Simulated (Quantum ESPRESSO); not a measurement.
# BP (F-43m): modes at Γ and the response to a field

Aim: the zone-centre modes of BP (F-43m).

Calculated with Quantum ESPRESSO 7.5; DFT LDA, scalar-relativistic, plane waves, PseudoDojo norm-conserving pseudopotentials.

Experimental background.

“Thermal expansion coefficients of high thermal conducting BAs and BP materials” (2019, arxiv:1906.04101) reports for BP, zinc blende, by single-crystal XRD (Mo K-alpha) (metal-flux-grown single crystal, 100 K): lattice constant a (cubic a at 100 K) 4.5383 ± 0.0008 Å.

“Boron phosphide under pressure: in situ study by Raman scattering and X-ray diffraction” (2015, arxiv:1505.05714) reports for BP, zinc blende, by Raman scattering, 514.5 nm, backscattering (synthetic BP; powder or crystal not specified, 300 K): Raman mode (TO at Gamma (T2), ambient spectrum) 794 cm⁻¹ [very weak band; the pressure fit in the same paper quotes about 797 cm-1].

### Step 1. Starting point

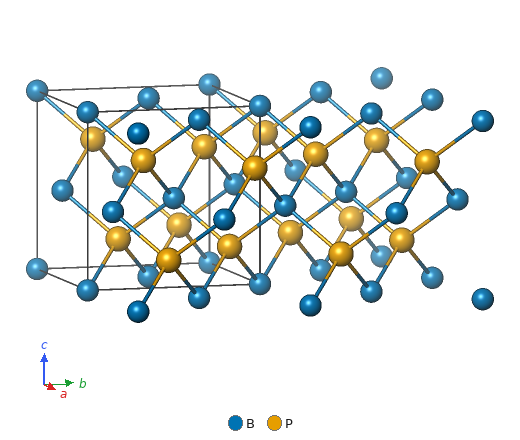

The cell as given, slightly off an axis (boron blue, phosphorus orange). 2×2×1 cells are drawn. This picture shows the conventional cell, with its axes. Bonds to atoms that aren't drawn are left out. Some periodic images of atoms are drawn too.

### Step 2. A probe with smearing

Before anything dear is run, a loose run with smearing shows whether this is a metal and how far the cell is from rest.

probe.in

```
 &control
    calculation='scf',
    prefix='x',
    outdir='./tmp',
    pseudo_dir='./pseudo',
    tprnfor=.true.,
    tstress=.true.,
    verbosity='high',
 /
 &system
    ibrav=0,
    nat=2,
    ntyp=2,
    ecutwfc=84.0,
    occupations='smearing',
    smearing='gaussian',
    degauss=0.01,
 /
 &electrons
    conv_thr=1.0d-07,
    mixing_beta=0.7,
    electron_maxstep=100,
 /
ATOMIC_SPECIES
 B      10.8100  B.upf
 P      30.9738  P.upf
CELL_PARAMETERS angstrom
    -2.269000000    0.000000000    2.269000000
     0.000000000    2.269000000    2.269000000
    -2.269000000    2.269000000    0.000000000
ATOMIC_POSITIONS crystal
 B      0.000000000   0.000000000   0.000000000
 P      0.250000000   0.250000000   0.250000000
K_POINTS automatic
 6 6 6 0 0 0
```

The run is started by

```
> OMP_NUM_THREADS=1 mpirun -n 4 pw.x -nk 4 -in probe.in > probe.out
```

What it wrote:

```text
[banners, grids, parts of the stress and lines that vanish by symmetry left out]
Program PWSCF v.7.5
     Message from routine setup:
     using ibrav=0 with symmetry is DISCOURAGED, use correct ibrav instead
[...]
kinetic-energy cutoff     =      84.0000  Ry
     charge density cutoff     =     336.0000  Ry
     scf convergence threshold =      1.0E-07
[...]
Exchange-correlation= SLA  PW   NOGX NOGC
                           (   1   4   0   0   0   0   0)
[...]
24 Sym. Ops. (no inversion) found
[...]
(     0          1          0      )
                  (     0          0          1      )
[...]
(  0.0000000  1.0000000  0.0000000 )
                  ( -0.0000000 -0.0000000  1.0000000 )
[...]
(     1          0         -1      )
                  (     0          0         -1      )
[...]
(  0.0000000  1.0000000  0.0000000 )
[...]
(    -1          0          1      )
                  (    -1          0          0      )
[...]
( -0.0000000 -0.0000000  1.0000000 )
                  (  0.0000000 -1.0000000 -0.0000000 )
[...]
number of k points=    16  Gaussian smearing, width (Ry)=  0.0100
[...]
End of self-consistent calculation
[...]
the Fermi energy is     9.6463 ev
!    total energy              =     -19.88983981 Ry
[...]
convergence has been achieved in   6 iterations
[...]
atom    1 type  1   force =     0.00000000   -0.00000000    0.00000000
     atom    2 type  2   force =    -0.00000000    0.00000000   -0.00000000
[...]
Total force =     0.000000     Total SCF correction =     0.000000
[...]
total   stress  (Ry/bohr**3)                   (kbar)     P=      -54.31
[...]
XML data file, charge density, pseudopotentials, collected wavefunctions

   JOB DONE.
```

The job ended after 2.5 s (4 MPI ranks of Arm Neoverse N1, shared host; 9.7 s of CPU time).

Read from the output:

```
volume per atom   : 11.68 Å³
pressure          : -5.431 GPa
gap on the k-mesh : 1.315 eV
```

A gap of 1.3 eV opens on this mesh, so the crystal is taken as an insulator; the start stands at -5.4 GPa.

### Step 3. Relaxing the cell and atoms

The relaxation runs at a cutoff a fifth above that of the response, since stress converges more slowly with the basis than frequencies do. Forces and stress are brought to rest with tight thresholds.

relax.in

```
 &control
    calculation='vc-relax',
    prefix='x',
    outdir='./tmp',
    pseudo_dir='./pseudo',
    tprnfor=.true.,
    tstress=.true.,
    forc_conv_thr=2.0d-05,
    etot_conv_thr=1.0d-07,
    nstep=40,
 /
 &system
    ibrav=0,
    nat=2,
    ntyp=2,
    ecutwfc=101,
    occupations='fixed',
    nbnd=6,
 /
 &electrons
    conv_thr=1.0d-11,
    mixing_beta=0.7,
    electron_maxstep=100,
 /
 &ions
 /
 &cell
    press_conv_thr=0.2,
 /
ATOMIC_SPECIES
 B      10.8100  B.upf
 P      30.9738  P.upf
CELL_PARAMETERS angstrom
    -2.269000000    0.000000000    2.269000000
     0.000000000    2.269000000    2.269000000
    -2.269000000    2.269000000    0.000000000
ATOMIC_POSITIONS crystal
 B      0.000000000   0.000000000   0.000000000
 P      0.250000000   0.250000000   0.250000000
K_POINTS automatic
 10 10 10 0 0 0
```

The run is started by

```
> OMP_NUM_THREADS=1 mpirun -n 4 pw.x -nk 4 -in relax.in > relax.out
```

What it wrote:

```text
[banners, grids, parts of the stress and lines that vanish by symmetry left out]
[banner, memory and clock lines left out]
Program PWSCF v.7.5

[...]
kinetic-energy cutoff     =     101.0000  Ry
     charge density cutoff     =     404.0000  Ry
     scf convergence threshold =      1.0E-11
[...]
energy convergence thresh.=      1.0E-07
     force convergence thresh. =      2.0E-05
     press convergence thresh. =      2.0E-01
     Exchange-correlation= SLA  PW   NOGX NOGC
                           (   1   4   0   0   0   0   0)
[...]
24 Sym. Ops. (no inversion) found
[...]
number of k points=    47
[...]
End of self-consistent calculation
[...]
highest occupied, lowest unoccupied level (ev):     9.0220   10.2231
!    total energy              =     -19.89112472 Ry
[...]
convergence has been achieved in  10 iterations
[...]
atom    1 type  1   force =    -0.00000000    0.00000000   -0.00000000
     atom    2 type  2   force =     0.00000000   -0.00000000    0.00000000
     Total force =     0.000000     Total SCF correction =     0.000000
[...]
total   stress  (Ry/bohr**3)                   (kbar)     P=      -55.50
[...]
number of bfgs steps    =   0
[...]
CELL_PARAMETERS (angstrom)
[...]
ATOMIC_POSITIONS (crystal)
B               -0.0000000000       -0.0000000000        0.0000000000
P                0.2500000000        0.2500000000        0.2500000000
[...]
New effective cutoffs (rho, wfc):  409.23  102.91
[...]
End of self-consistent calculation
[...]
highest occupied, lowest unoccupied level (ev):     9.4088   10.5781
!    total energy              =     -19.89211472 Ry
[...]
convergence has been achieved in   7 iterations
[...]
atom    1 type  1   force =    -0.00000000   -0.00000000    0.00000000
     atom    2 type  2   force =     0.00000000    0.00000000   -0.00000000
     Total force =     0.000000     Total SCF correction =     0.000000
[...]
total   stress  (Ry/bohr**3)                   (kbar)     P=       -9.35
[...]
number of bfgs steps    =   1
[...]
CELL_PARAMETERS (angstrom)
[...]
ATOMIC_POSITIONS (crystal)
B                0.0000000000       -0.0000000000        0.0000000000
P                0.2500000000        0.2500000000        0.2500000000
[...]
New effective cutoffs (rho, wfc):  410.78  103.30
[...]
End of self-consistent calculation
[...]
highest occupied, lowest unoccupied level (ev):     9.4868   10.6497
!    total energy              =     -19.89214105 Ry
[...]
convergence has been achieved in   9 iterations
[...]
atom    1 type  1   force =     0.00000000    0.00000000   -0.00000000
     atom    2 type  2   force =    -0.00000000   -0.00000000    0.00000000
     Total force =     0.000000     Total SCF correction =     0.000000
[...]
total   stress  (Ry/bohr**3)                   (kbar)     P=        0.45
[...]
number of bfgs steps    =   2
[...]
CELL_PARAMETERS (angstrom)
[...]
ATOMIC_POSITIONS (crystal)
B               -0.0000000000       -0.0000000000        0.0000000000
P                0.2500000000        0.2500000000        0.2500000000
[...]
New effective cutoffs (rho, wfc):  410.71  103.29
[...]
End of self-consistent calculation
[...]
highest occupied, lowest unoccupied level (ev):     9.4832   10.6464
!    total energy              =     -19.89214111 Ry
[...]
convergence has been achieved in   6 iterations
[...]
atom    1 type  1   force =     0.00000000    0.00000000    0.00000000
     atom    2 type  2   force =    -0.00000000    0.00000000   -0.00000000
     Total force =     0.000000     Total SCF correction =     0.000000
[...]
total   stress  (Ry/bohr**3)                   (kbar)     P=       -0.00
[...]
bfgs converged in   4 scf cycles and   3 bfgs steps
[...]
End of BFGS Geometry Optimization
     Final enthalpy           =     -19.8921411072 Ry
     File ./tmp/x.bfgs deleted, as requested
[...]
CELL_PARAMETERS (angstrom)
[...]
ATOMIC_POSITIONS (crystal)
B               -0.0000000000       -0.0000000000        0.0000000000
P                0.2500000000        0.2500000000        0.2500000000
[...]
Final scf calculation at the relaxed structure.
[...]
kinetic-energy cutoff     =     101.0000  Ry
     charge density cutoff     =     404.0000  Ry
     scf convergence threshold =      1.0E-13
[...]
press convergence thresh. =      2.0E-01
     Exchange-correlation= SLA  PW   NOGX NOGC
                           (   1   4   0   0   0   0   0)
[...]
24 Sym. Ops. (no inversion) found
[...]
number of k points=    47
[...]
c_bands:  1 eigenvalues not converged
     c_bands:  1 eigenvalues not converged
     c_bands:  1 eigenvalues not converged
     c_bands:  1 eigenvalues not converged
     c_bands:  1 eigenvalues not converged
[...]
End of self-consistent calculation
[...]
highest occupied, lowest unoccupied level (ev):     9.4832   10.6464
!    total energy              =     -19.89213972 Ry
[...]
convergence has been achieved in  10 iterations
[...]
atom    1 type  1   force =     0.00000000    0.00000000   -0.00000000
     atom    2 type  2   force =     0.00000000   -0.00000000   -0.00000000
     Total force =     0.000000     Total SCF correction =     0.000000
[...]
total   stress  (Ry/bohr**3)                   (kbar)     P=       -0.01
[...]
XML data file, charge density, pseudopotentials, collected wavefunctions
```

Elapsed: 30 s, on 4 MPI ranks.

Relaxation path:

```csv
step,energy less that of the first step (eV),largest force (eV/Å),pressure (GPa),volume (Å³)
1,0.0000,0.0000,-5.55,23.36
2,-0.0135,0.0000,-0.93,22.71
3,-0.0138,0.0000,0.04,22.58
4,-0.0138,0.0000,0.00,22.59
5,-0.0138,0.0000,0.00,22.59
```

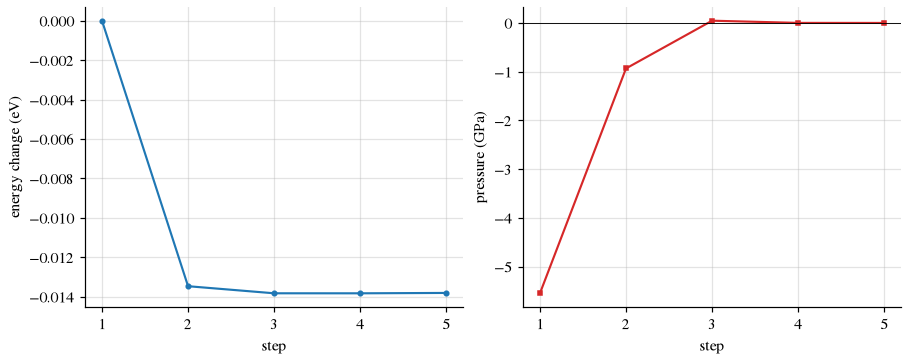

Energy and pressure along the relaxation.

```csv
"conventional cell, symmetrised",before,after,change
a (Å),4.538,4.487,-1.1 %
b (Å),4.538,4.487,-1.1 %
c (Å),4.538,4.487,-1.1 %
volume (Å³/atom),11.68,11.29,-3.3 %
```

Final coordinates:

```
CELL_PARAMETERS angstrom
-2.24355 0.00000 2.24355
0.00000 2.24355 2.24355
-2.24355 2.24355 0.00000
ATOMIC_POSITIONS crystal
B 0.00000 0.00000 0.00000
P 0.25000 0.25000 0.25000
```

The last row of the table of steps is pw.x's closing run on a basis chosen anew for the final cell, so its energy can jump.

Read from the output:

```yaml
volume_per_atom: 11.29 Å³
pressure: -0.001 GPa
gap_on_the_k_mesh: 1.163 eV
```

The volume changes by -3.3 % from the cell with which this run began.

### Step 4. Self-consistent run for the response

Perturbation theory inherits every error of the wavefunctions, so the threshold is set near the limit of the arithmetic. With a gap, occupations are fixed, which also allows the response to an electric field.

scf.in

```
 &control
    calculation='scf',
    prefix='x',
    outdir='./tmp',
    pseudo_dir='./pseudo',
    tprnfor=.true.,
    tstress=.true.,
 /
 &system
    ibrav=0,
    nat=2,
    ntyp=2,
    ecutwfc=84.0,
    occupations='fixed',
    nbnd=6,
 /
 &electrons
    conv_thr=1.0d-12,
    mixing_beta=0.7,
    electron_maxstep=100,
 /
ATOMIC_SPECIES
 B      10.8100  B.upf
 P      30.9738  P.upf
CELL_PARAMETERS angstrom
    -2.243553682    0.000000000    2.243553682
     0.000000000    2.243553682    2.243553682
    -2.243553682    2.243553682    0.000000000
ATOMIC_POSITIONS crystal
 B      0.000000000   0.000000000   0.000000000
 P      0.250000000   0.250000000   0.250000000
K_POINTS automatic
 12 12 12 0 0 0
```

The run is started by

```
> OMP_NUM_THREADS=1 mpirun -n 4 pw.x -nk 4 -in scf.in > scf.out
```

What it wrote:

```text
[banners, grids, parts of the stress and lines that vanish by symmetry left out]
[banner, memory and clock lines left out]
Program PWSCF v.7.5

[...]
kinetic-energy cutoff     =      84.0000  Ry
     charge density cutoff     =     336.0000  Ry
     scf convergence threshold =      1.0E-12
[...]
Exchange-correlation= SLA  PW   NOGX NOGC
                           (   1   4   0   0   0   0   0)
[...]
24 Sym. Ops. (no inversion) found
[...]
number of k points=    72
[...]
c_bands:  1 eigenvalues not converged
[...]
End of self-consistent calculation
[...]
highest occupied, lowest unoccupied level (ev):     9.4831   10.6405
!    total energy              =     -19.89214088 Ry
[...]
convergence has been achieved in  10 iterations
[...]
atom    1 type  1   force =    -0.00000000   -0.00000000    0.00000000
     atom    2 type  2   force =     0.00000000    0.00000000   -0.00000000
     Total force =     0.000000     Total SCF correction =     0.000000
[...]
total   stress  (Ry/bohr**3)                   (kbar)     P=       -0.10
[...]
XML data file, charge density, pseudopotentials, collected wavefunctions
```

Elapsed: 8.9 s, on 4 MPI ranks.

Numbers from this step:

| Quantity | Value |
| --- | --- |
| pressure | -0.01 GPa |
| gap on the k-mesh | 1.157 eV |

The cell stands at -0.01 GPa, close enough for phonons.

(Part 1 of 2 ends here.)

[Host names and launcher messages were left out of these logs when they were recorded.]

[Logs are printed without paths, hosts, clocks, repeated set-up lines and the standing remarks that a program may print on its own settings, such as how far it seeks lower states.]

[Hosts, paths, dates, database ids (printed as entryN), source tags and the programs' standing remarks are cut or masked in the printed files.]
